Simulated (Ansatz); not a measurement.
# Dissociation curves of GeH2 (SMILES [GeH2])

GeH2: 3 atoms, total charge 0, spin state singlet. SMILES: `[GeH2]`. Geometry: relaxed at PBE0-D4/def2-TZVP.

```xyz
3

Ge   -0.5701    0.4051   -0.2637
H     0.7830    0.7436    0.5090
H    -0.2129   -1.1487   -0.2453
```

The Ge1–H3 distance is scanned; the parts on either side stay rigid. Basis STO-3G, 9 core orbitals frozen in the correlated methods; program Ansatz 0.2.0. FCI is exact within this basis and core. Energies in eV from each method's value at 1.594 Å; methods without a U are spin-restricted. The shape above is that at 1.594 Å.

```csv
distance (Å),wB97X,HSE06,MP2,CCSD(T),BCCD(T),FCI
1.594,0.00,0.00,0.00,0.00,0.00,0.00
1.993,1.54,1.43,1.41,1.19,1.19,1.19
2.392,3.52,3.23,3.26,2.64,2.64,2.64
3.189,6.64,5.91,5.48,3.97,3.97,3.98
3.986,8.16,7.03,5.24,4.12,4.13,4.14
```

Departure from the FCI curve at its largest: wB97X +4.02 eV at 3.99 Å; HSE06 +2.89 eV at 3.99 Å; MP2 +1.50 eV at 3.19 Å; CCSD(T) -0.02 eV at 3.99 Å; BCCD(T) -0.01 eV at 3.99 Å. The curve of MP2 turns over, which the reference doesn't. Restricted functionals keep the electrons paired too, and rise too high.

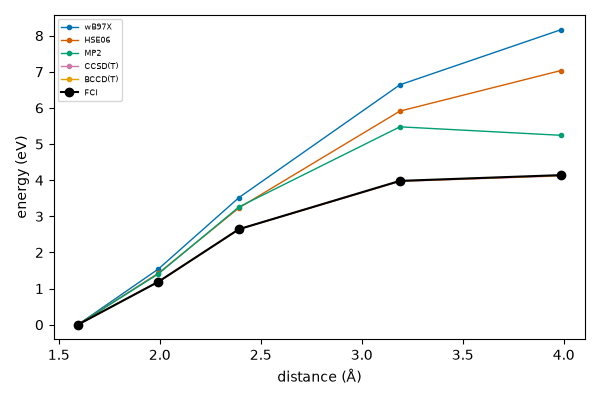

The curves of the table.
